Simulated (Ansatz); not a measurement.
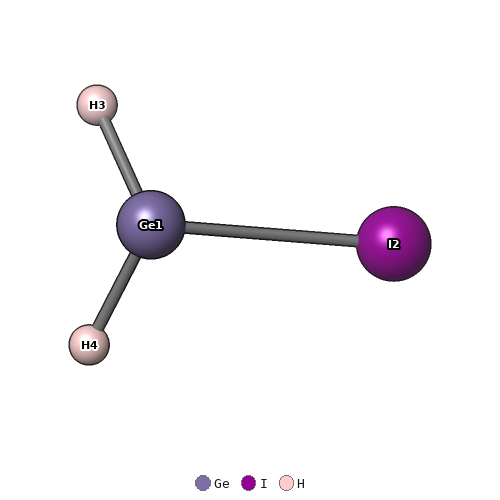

The system is GeH2I, SMILES [GeH2][I], spin multiplicity 2; the picture shows the grid point nearest to the relaxed geometry. Two internal coordinates are moved rigidly from the geometry relaxed at PBE0-D4/def2-TZVP, all others fixed. Coordinates scanned: (1) bond Ge1–H4; (2) angle H3–Ge1–H4. The scan uses a 5 × 5 grid. All energies are given in kJ/mol relative to the lowest grid point. Theory: UHF-CCSD(T), frozen core/def2-TZVPP in Ansatz 0.2.0.

Its coordinates:

```xyz
4

Ge   -0.0308   -0.3313   -0.4388
I     1.4895   -0.1641    1.5501
H    -1.4666   -0.5669    0.0849
H     0.0563    0.9008   -1.1575
```

Range: bond Ge1–H4 from 1.268 to 2.242 Å; angle H3–Ge1–H4 from 81 to 141°.

Q: Predict the map.

A: The lowest grid point is at bond Ge1–H4 = 1.664 Å, angle H3–Ge1–H4 = 111°. The bottom of the well lies between grid points, at about bond Ge1–H4 = 1.536 Å, angle H3–Ge1–H4 = 111°, about 11 kJ/mol lower on the interpolated surface. No other kind of well shows on this grid. The highest grid point, bond Ge1–H4 = 2.242 Å, angle H3–Ge1–H4 = 81°, lies 173 kJ/mol above the lowest. Round the minimum the two coordinates are weakly coupled (coupling 0.06 in units of the two stiffnesses).

| angle H3–Ge1–H4 ↓, bond Ge1–H4 → | 1.268 | 1.429 | 1.664 | 1.938 | 2.242 |
| --- | --- | --- | --- | --- | --- |
| 141 | 111 | 38 | 42 | 103 | 173 |
| 126 | 84 | 10 | 12 | 74 | 151 |
| 111 | 77 | 0 | 0 | 62 | 142 |
| 96 | 93 | 14 | 10 | 69 | 148 |
| 81 | 136 | 53 | 45 | 98 | 173 |

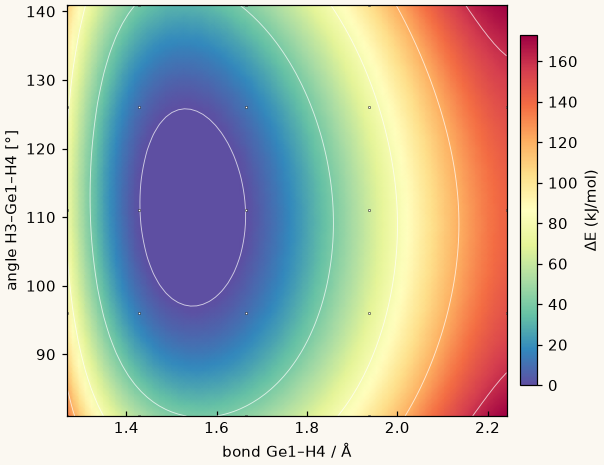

Drawn: a smooth colour map with a few white contour lines, dots at the grid points. Between grid points the surface is interpolated.
